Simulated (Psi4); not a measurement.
# C2H3BCl2 (SMILES C=CB(Cl)Cl): a chain of runs, part 1 of 2

Wanted: a series of 10 runs (PBE-D4/def2-SVP, PBE0-D4/def2-TZVP, PBE-D4/def2-TZVPP, r2SCAN-D4/def2-TZVPP, B3LYP-D4/def2-TZVPP, PBE0-D4/def2-TZVPP, wB97M-V/def2-TZVPP, CCSD(T)/def2-TZVPP, and more) of C2H3BCl2. 

The calculation is run with Psi4 1.11.

## (1) The structure to begin with

C2H3BCl2 has 8 atoms, charge 0, and is taken as a singlet. As SMILES, `C=CB(Cl)Cl`. The shape is that of a GFN2-xTB, rattled optimisation. The run starts from this shape.

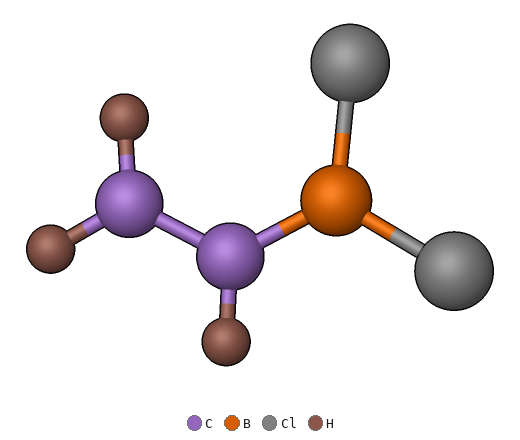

Viewed from a chosen angle; carbon purple, boron orange, chlorine grey, hydrogen brown.

## (2) A structure relaxation at PBE-D4/def2-SVP (density fitting) (run 1)

Contents of c2h3bcl2.dat:

```
memory 4400 MB

molecule geom {
  0 1
  C      0.536614     0.914961     0.784187
  C     -0.081275    -0.297792     0.429628
  B     -0.365483    -0.730839    -0.947937
  Cl    -1.021042    -2.276589    -1.295902
  Cl    -0.088966     0.259714    -2.279278
  H      0.726168     1.214990     1.840675
  H      0.720882     1.679546     0.070909
  H     -0.327517    -0.909746     1.228652
  symmetry c1
}

set {
  basis def2-SVP
  scf_type df
  geom_maxiter 60
  max_force_g_convergence 0.0005
}

optimize('pbe-d4')
print_variables()
```

Started as:

```console
$ psi4 c2h3bcl2.dat c2h3bcl2.out -n 2
```

c2h3bcl2.out:

```text
Psi4 1.11 release

gradient() will perform analytic gradient computation.

   => Loading Basis Set <=

    Name: DEF2-SVP
    Role: ORBITAL
    Keyword: BASIS

   => PBE-D4(BJ,EEQ)ATM: Empirical Dispersion <=

        a1 =       0.385750
        a2 =       4.806885
       alp =      16.000000
        s6 =       1.000000
        s8 =       0.959481
        s9 =       1.000000
        ga =       3.000000
        gc =       2.000000
        wf =       6.000000

         ---------------------------------------------------------
                                   SCF
                              RKS Reference
                        2 Threads,   4196 MiB Core
         ---------------------------------------------------------

  ==> Geometry <==

    Molecular point group: c1
    Full point group: C1

    Geometry (in Angstrom), charge = 0, multiplicity = 1:

       Center              X                  Y                   Z               Mass
    ------------   -----------------  -----------------  -----------------  -----------------
         C            0.872326658153     1.555575746720     1.874535730803    12.000000000000
         C            0.254437658153     0.342822746720     1.519976730803    12.000000000000
         B           -0.029770341847    -0.090224253280     0.142411730803    11.009305360000
[... 4 lines of this table left out ...]
         H            0.008195658153    -0.269131253280     2.319000730803     1.007825032230

  Running in c1 symmetry.

  Rotational constants: A =      0.13592  B =      0.08237  C =      0.05130 [cm^-1]
  Rotational constants: A =   4074.77690  B =   2469.38620  C =   1538.04889 [MHz]
  Nuclear repulsion =  236.972089949779814

  Charge       = 0
  Multiplicity = 1
  Electrons    = 54
  Nalpha       = 27
  Nbeta        = 27

  ==> Algorithm <==

  SCF Algorithm Type is DF.
  DIIS enabled.
  MOM disabled.
  Fractional occupation disabled.
  Guess Type is SAD.
  Energy threshold   = 1.00e-08
  Density threshold  = 1.00e-08
  Integral threshold = 1.00e-12

  ==> Primary Basis <==

  Basis Set: DEF2-SVP
    Blend: DEF2-SVP
    Number of shells: 43
    Number of basis functions: 93
    Number of Cartesian functions: 98
    Spherical Harmonics?: true
    Max angular momentum: 2

  ==> DFT Potential <==

   => LibXC <=

    Version 7.1.2

   => Composite Functional: PBE-D4BJEEQATM <=

    PBE GGA Exchange-Correlation Functional

    Deriv               =              1
    GGA                 =           TRUE
    Meta                =          FALSE

    Exchange Hybrid     =          FALSE
    MP2 Hybrid          =          FALSE

   => Exchange Functionals <=

    1.0000     XC_GGA_X_PBE

   => Correlation Functionals <=

    1.0000     XC_GGA_C_PBE

   => LibXC Density Thresholds  <==

    XC_GGA_C_PBE:  1.00E-12
    XC_GGA_X_PBE:  1.00E-15

   => Molecular Quadrature <=

    Radial Scheme          =       TREUTLER
    Pruning Scheme         =           NONE
    Nuclear Scheme         =       TREUTLER

    Blocking Scheme        =         OCTREE
    BS radius alpha        =              1
    Pruning alpha          =              1
    Radial Points          =             75
    Spherical Points       =            302
    Total Points           =         170336
    Total Blocks           =           1349
    Max Points             =            256
    Max Functions          =             90
    Weights Tolerance      =       1.00E-15

   => Loading Basis Set <=

    Name: (DEF2-SVP AUX)
    Role: JKFIT
    Keyword: DF_BASIS_SCF

  ==> Integral Setup <==

  DFHelper Memory: AOs need 0.037 GiB; user supplied 2.720 GiB.
  SCF_SUBTYPE=INCORE selected. In-core MEM_DF algorithm will be used.
  Using in-core AOs.

  ==> MemDFJK: Density-Fitted J/K Matrices <==

    J tasked:                   Yes
    K tasked:                    No
    wK tasked:                   No
    Memory [MiB]:              2785
    Algorithm:                 Core
    Schwarz Cutoff:           1E-12
    Mask sparsity (%):       3.7461
    Fitting Condition:        1E-10

   => Auxiliary Basis Set <=

  Basis Set: (DEF2-SVP AUX)
    Blend: DEF2-UNIVERSAL-JKFIT
    Number of shells: 169
    Number of basis functions: 535
    Number of Cartesian functions: 637
    Spherical Harmonics?: true
    Max angular momentum: 4

  Cached 100.0% of DFT collocation blocks in 0.353 [GiB].

  Minimum eigenvalue in the overlap matrix is 3.6992935613E-03.
  Reciprocal condition number of the overlap matrix is 6.8774219735E-04.
    Using symmetric orthogonalization.

  ==> Pre-Iterations <==

  SCF Guess: Superposition of Atomic Densities via on-the-fly atomic UHF (no occupation information).

   -------------------------
    Irrep   Nso     Nmo
   -------------------------
     A         93      93
   -------------------------
    Total      93      93
   -------------------------

  ==> Iterations <==

                           Total Energy        Delta E     RMS |[F,P]|

[... 2 lines left out ...]
   @DF-RKS iter   2: -1021.46123779752929    5.76296e-01   1.32864e-02 DIIS/ADIIS
[... 3 lines left out ...]
   @DF-RKS iter   6: -1022.43916048570372   -8.92031e-04   1.19318e-04 DIIS/ADIIS
[... 3 lines left out ...]
   @DF-RKS iter  10: -1022.43923584011702   -2.44029e-09   3.49781e-07 DIIS
[... 3 lines left out ...]
  Energy and wave function converged.
[... 36 lines left out ...]
    One-Electron Energy =               -1879.2861565183713992
[... 3 lines left out ...]
    VV10 Nonlocal Energy =                  0.0000000000000000
[... 17 lines left out ...]
 Dipole Z            :         -6.5961793            7.1511252            0.5549458
[... 128 lines left out ...]
	   Step    Total Energy     Delta E     Max Force     RMS Force      Max Disp      RMS Disp   ~
[... 141 lines left out ...]
   @DF-RKS iter   0: -1022.41699385449056   -1.02242e+03   3.11200e-03
[... 3 lines left out ...]
   @DF-RKS iter   4: -1022.45600454762803   -1.13423e-04   3.47652e-05 DIIS
[... 3 lines left out ...]
   @DF-RKS iter   8: -1022.45601060901708   -6.28086e-09   7.62960e-08 DIIS
[... 9 lines left out ...]
    Final Occupation by Irrep:
[... 11 lines left out ...]
    Two-Electron Energy =                 685.8118426447674665
[... 3 lines left out ...]
    Total Energy =                      -1022.4560106090455065
[... 59 lines left out ...]
    Weights Tolerance      =       1.00E-15
[... 56 lines left out ...]
	  Convergence Criteria              o    5.00e-04 *             o             o             o
[... 92 lines left out ...]
   @DF-RKS iter   1: -1022.45637181713028   -8.92923e-03   1.04760e-04 DIIS/ADIIS
[... 3 lines left out ...]
   @DF-RKS iter   5: -1022.45643274031193   -5.71808e-07   2.39327e-06 DIIS
[... 3 lines left out ...]
   @DF-RKS iter   9: -1022.45643276986959   -5.68434e-13   4.50911e-09 DIIS
[... 17 lines left out ...]
    Nuclear Repulsion Energy =            230.0977607833814602
[... 3 lines left out ...]
    Empirical Dispersion Energy =          -0.0075539355855274
[... 17 lines left out ...]
 Dipole Y            :         -3.9764661            4.2911004            0.3146343
[... 93 lines left out ...]
	Measures of convergence in internal coordinates in au.
[... 96 lines left out ...]
                           Total Energy        Delta E     RMS |[F,P]|
[... 4 lines left out ...]
   @DF-RKS iter   3: -1022.45647471778454   -4.54296e-05   2.64792e-05 DIIS
[... 3 lines left out ...]
   @DF-RKS iter   7: -1022.45647824596995   -8.05016e-10   8.85132e-08 DIIS
[... 9 lines left out ...]
    Final Occupation by Irrep:
[... 11 lines left out ...]
    Two-Electron Energy =                 684.7100550093955462
[... 3 lines left out ...]
    Total Energy =                      -1022.4564782460142851
[... 59 lines left out ...]
    Weights Tolerance      =       1.00E-15
[... 56 lines left out ...]
	  Convergence Criteria              o    5.00e-04 *             o             o             o
[... 103 lines left out ...]
   @DF-RKS iter   1: -1022.45650324265000    6.79197e-04   1.91961e-05 DIIS
[... 3 lines left out ...]
   @DF-RKS iter   5: -1022.45650538218820   -2.56794e-08   9.87267e-07 DIIS
[... 3 lines left out ...]
  Energy and wave function converged.
[... 36 lines left out ...]
    One-Electron Energy =               -1865.1658606558644351
[... 3 lines left out ...]
    VV10 Nonlocal Energy =                  0.0000000000000000
[... 17 lines left out ...]
 Dipole Z            :         -6.6744605            7.2349414            0.5604809
[... 25 lines left out ...]
  Nuclear repulsion =  229.899279115291620

   => Molecular Quadrature <=

    Radial Scheme          =       TREUTLER
    Pruning Scheme         =           NONE
    Nuclear Scheme         =       TREUTLER

    Blocking Scheme        =         OCTREE
    BS radius alpha        =              1
    Pruning alpha          =              1
    Radial Points          =             75
    Spherical Points       =            302
    Total Points           =         170455
    Total Blocks           =           1350
    Max Points             =            256
    Max Functions          =             90
    Weights Tolerance      =       1.00E-15

  -Total Gradient:
     Atom            X                  Y                   Z
    ------   -----------------  -----------------  -----------------
       1       -0.000003339029    -0.000241251772    -0.000255579001
       2        0.000076657156     0.000311583182     0.000394298956
       3        0.000722747297     0.000029806305    -0.000207444665
[... 4 lines of this table left out ...]
       8       -0.000366420512     0.000055103017    -0.000058044977

	total time  =          1 seconds =       0.02 minutes

    			-----------------------------------------

    			 OPTKING 3.0: for geometry optimizations

    			        with contributions from

    			-----------------------------------------

	                            ===> Fragment 1 <==

	 Z (Atomic Numbers)          Masses                          Geom
	       6.000000            12.000000          1.56695553  2.91919137  3.59317856
	       6.000000            12.000000          0.51390719  0.66671191  2.99903237
	       5.000000            11.009305         -0.05660550 -0.17593717  0.25417565
[... 4 lines of this table left out ...]
	       1.000000             1.007825          0.04398120 -0.65526287  4.54476323

	 - Coordinate -           - BOHR/RAD -       - ANG/DEG -
	 R(1,2)           =         2.556479           1.352830
	 R(1,6)           =         2.084679           1.103165
	 R(1,7)           =         2.085341           1.103515
[... 20 lines of this table left out ...]
	 D(7,1,2,8)       =        -3.137402        -179.759868

	        --- Internal Coordinate Step in ANG or DEG, aJ/ANG or AJ/DEG ---
	-------------------------------------------------------------------------------
	           Coordinate      Previous         Force          Change          New
	           ----------      --------        ------          ------        ------
	               R(1,2)       1.35283        0.00219       -0.00018       1.35265
	               R(1,6)       1.10316       -0.00046       -0.00002       1.10314
	               R(1,7)       1.10351        0.00044       -0.00027       1.10324
[... 20 lines of this table left out ...]
	           D(7,1,2,8)    -179.75987       -0.00001       -0.42824    -180.18811
	-------------------------------------------------------------------------------

	                                 ==> Convergence Check <==

	Measures of convergence in internal coordinates in au.

	Criteria marked as inactive (o), active & met (*), and active & unmet ( ).

	----------------------------------------------------------------------------------------------
	   Step    Total Energy     Delta E     Max Force     RMS Force      Max Disp      RMS Disp
	----------------------------------------------------------------------------------------------
	  Convergence Criteria              o    5.00e-04 *             o             o             o
	----------------------------------------------------------------------------------------------
	     5   -1022.45650539   -2.71e-05 o    3.98e-04 *    1.70e-04 o    2.04e-02 o    6.32e-03 o  ~
	----------------------------------------------------------------------------------------------

Next Geometry in Ang
	Fragment 1 (Ang)

	    C   0.8264598103   1.5460660010   1.9020863020
	    C   0.2726403207   0.3529114529   1.5869233208
	    B  -0.0358920745  -0.0909161814   0.1354344681
[... 4 lines of this table left out ...]
	    H   0.0321015285  -0.3502056960   2.4037920729

    Final optimized geometry and variables:
    Molecular point group: c1
    Full point group: C1

    Geometry (in Angstrom), charge = 0, multiplicity = 1:

    C            0.829197158752     1.544769545847     1.901428205246
    C            0.271947974343     0.352808746443     1.587019586573
    B           -0.029954341001    -0.093101941718     0.134503960777
[... 4 lines of this table left out ...]
    H            0.023273847671    -0.346750177993     2.404985127963

  Variable Map:
  ----------------------------------------------------------------------------
  "CURRENT ENERGY"                                 =>   -1022.456505387209
  "CURRENT REFERENCE ENERGY"                       =>   -1022.456505387209
  "DD SOLVATION ENERGY"                            =>       0.000000000000
  "DFT FUNCTIONAL TOTAL ENERGY"                    =>   -1022.448954652654
  "DFT TOTAL ENERGY"                               =>   -1022.456505387209
  "DFT VV10 ENERGY"                                =>       0.000000000000
  "DFT XC ENERGY"                                  =>     -71.935549579356
  "DISPERSION CORRECTION ENERGY"                   =>      -0.007550734555
  "GRID ELECTRONS ALPHA"                           =>      27.000007574324
  "GRID ELECTRONS BETA"                            =>      27.000007574324
  "GRID ELECTRONS TOTAL"                           =>      54.000015148648
  "NUCLEAR REPULSION ENERGY"                       =>     229.899279115292
  "ONE-ELECTRON ENERGY"                            =>   -1865.165860655864
  "OPTIMIZATION ITERATIONS"                        =>       5.000000000000
  "PBE-D4(BJ,EEQ)ATM DISPERSION CORRECTION ENERGY" =>      -0.007550734555
  "PCM POLARIZATION ENERGY"                        =>       0.000000000000
  "PE ENERGY"                                      =>       0.000000000000
  "SCF ITERATION ENERGY"                           =>   -1022.456505387209
  "SCF ITERATIONS"                                 =>       8.000000000000
  "SCF TOTAL ENERGY"                               =>   -1022.456505387209
  "TWO-ELECTRON ENERGY"                            =>     684.753176467275
  "XC GRID RADIAL POINTS"                          =>      75.000000000000
  "XC GRID SPHERICAL POINTS"                       =>     302.000000000000
  "XC GRID TOTAL POINTS"                           =>  170455.000000000000

  Array Variable Map:
  ----------------------------------------------------------------------------
  "-D GRADIENT"                                    =>       0.000107232863 ... 0.000083313232 8 by 3
  "CURRENT DIPOLE"                                 =>       0.179800837301 ... 0.560480942126 1 by 3
  "CURRENT GRADIENT"                               =>      -0.000003339029 ... -0.000058044977 8 by 3
  "DFT TOTAL GRADIENT"                             =>      -0.000003339029 ... -0.000058044977 8 by 3
  "DISPERSION CORRECTION GRADIENT"                 =>       0.000107232863 ... 0.000083313232 8 by 3
  "PBE-D4(BJ,EEQ)ATM DISPERSION CORRECTION GRADIENT" =>       0.000107232863 ... 0.000083313232 8 by 3
  "SCF DIPOLE"                                     =>       0.179800837301 ... 0.560480942126 1 by 3
  "SCF TOTAL ENERGIES"                             =>   -1022.457182439232 ... -1022.456505387209 1 by 9
  "SCF TOTAL GRADIENT"                             =>      -0.000003339029 ... -0.000058044977 8 by 3

    Psi4 run time: 0:00:30.53

[set-up sections that repeat, and orbital energies of the middle runs, are left out above]
```

On the terminal:

```text
Optimizer: Optimization complete!
```

It took 33 s on 2 threads of Intel Xeon Platinum 8259CL at 2.50GHz (Skylake/Cascade Lake), shared host; peak memory 0.73 GiB.

Steps, from the record of the run:

| step | energy from the first frame kept (eV) | largest force (eV/Å) |
| --- | --- | --- |
| 0 | 0.0000 | 4.9030 |
| 1 | -0.4565 | 0.4740 |
| 2 | -0.4680 | 0.1932 |
| 3 | -0.4692 | 0.1086 |
| 4 | -0.4699 | 0.0387 |

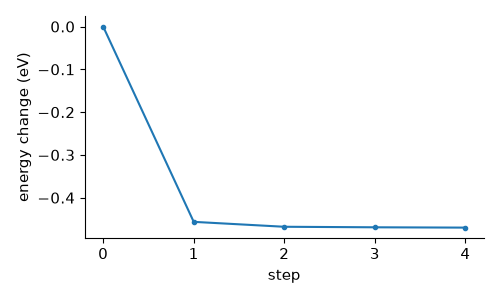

Energy along the run.

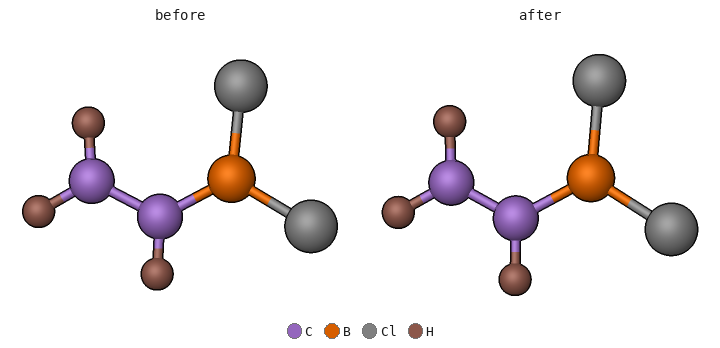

Before and after, at one scale.

After the run. Bond lengths: C1–C2 1.353 Å, C2–B3 1.549 Å, B3–Cl4 1.765 Å, B3–Cl5 1.767 Å, C1–H6 1.103 Å, C1–H7 1.104 Å, C2–H8 1.105 Å. Angles: C1–C2–B3 123.5°, C2–B3–Cl4 120.1°, C2–B3–Cl5 121.9°, Cl4–B3–Cl5 118.1°, C1–C2–H8 118.6°, B3–C2–H8 117.9°, C2–C1–H6 122.3°, C2–C1–H7 120.9°, H6–C1–H7 116.8°.

(Continued in part 2 of 2.)
